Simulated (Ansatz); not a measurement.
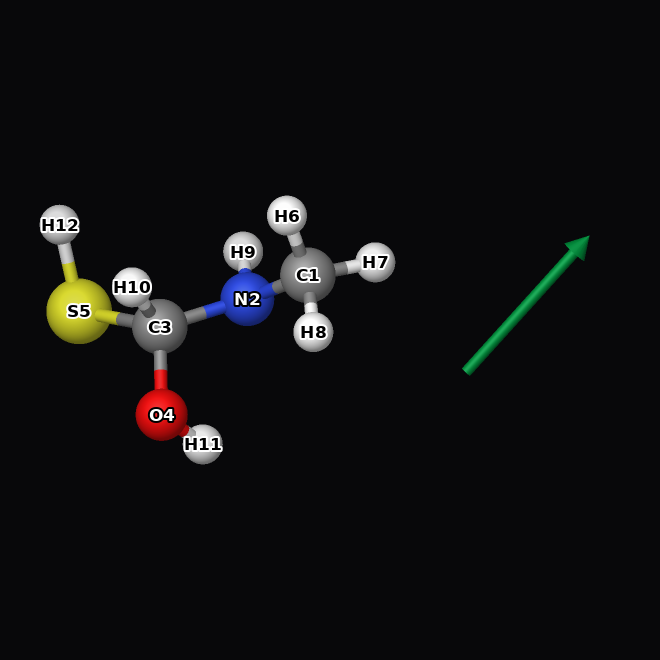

The arrow beside the molecule shows the direction of the dipole moment, from the negative to the positive end (its length means nothing). The geometry was computed by an optimisation with PBE-D4/def2-SVP. No frequency run is at hand to confirm it as a minimum. Level of theory: RKS PBE-D4/def2-SVP (Ansatz 0.2.0).

**How large is the dipole moment?**

2.46 D; it points from the side of O4, H11 to the side of H7 (the outermost atoms at the two ends).
